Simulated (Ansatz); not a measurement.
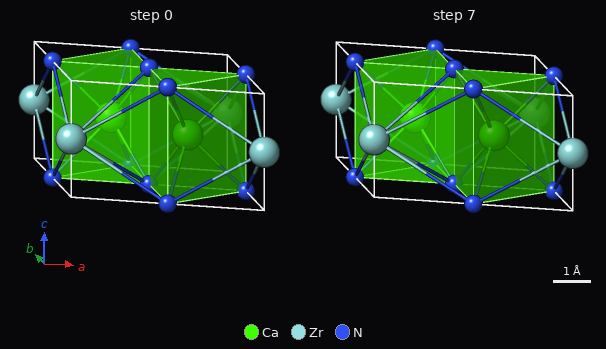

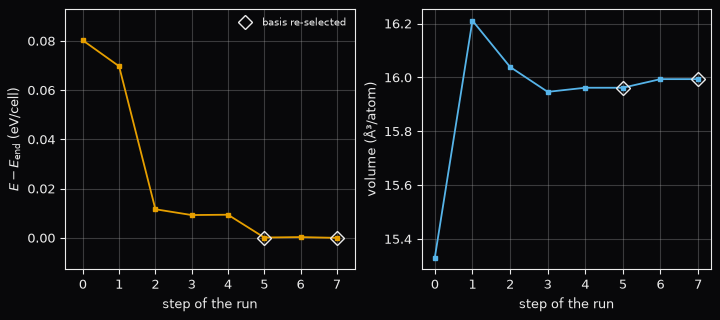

First and last geometry of a relaxation of a crystal of Ca2ZrN3 (a generated structure, set up in P6/mmm), with the history of the run. A polyhedral model of the cell of the calculation, seen slightly off an axis.

These are results of DFT PBE, scalar-relativistic, plane waves, PAW in Ansatz 0.2.0, not measurements. (plane-wave cutoff 420 eV; k-point mesh 12 × 12 × 12; occupations gaussian; smearing width 0.1 eV; no spin polarisation; cell and atoms relaxed; force threshold 0.01 eV/Å; at most 80 steps)

Read the history and describe the run.

It converged. No atom moves by more than 0.005 Å relative to the cell. The drawn cell changes as follows: a = b 5.681 → 5.843 Å (+2.9 %), c 3.292 → 3.246 Å (−1.4 %); the volume changes by +4.3 %. Some distances before and after: Ca–Ca 3.280 → 3.373 Å, Ca–Zr 3.280 → 3.373 Å, N–Zr 3.283 → 3.342 Å, Ca–Ca 3.292 → 3.246 Å. Among the angles between lasting bonds that change: N–Ca–N 90.2° → 87.8°, Ca–N–Ca 90.2° → 87.8°, Ca–N–Ca 89.8° → 92.2°. The space group stays P6/mmm (No. 191). Over 5 accepted moves (7 points after the start) the energy falls by 80.2 meV per cell of the calculation. All forces vanish by symmetry, so only the cell relaxes. Pressure: 2.68 GPa at the start and 0.01 GPa at the end. At 2 points the geometry stayed and the basis and grid were re-selected for the new cell (energy shift of 9.3 meV per cell of the calculation at most each time).

```
step  E − E(0), meV/atom  pressure, GPa  volume, Å³/atom                      note
   0                0.00           2.68           15.331                          
   1               -1.76          -0.22           16.211                          
   2              -11.44          -0.27           16.039                          
   3              -11.83           0.08           15.947                          
   4              -11.81           0.00           15.962                          
   5              -13.35           0.14           15.962  same geometry, new basis
   6              -13.32           0.01           15.994                          
   7              -13.37           0.01           15.994  same geometry, new basis
```
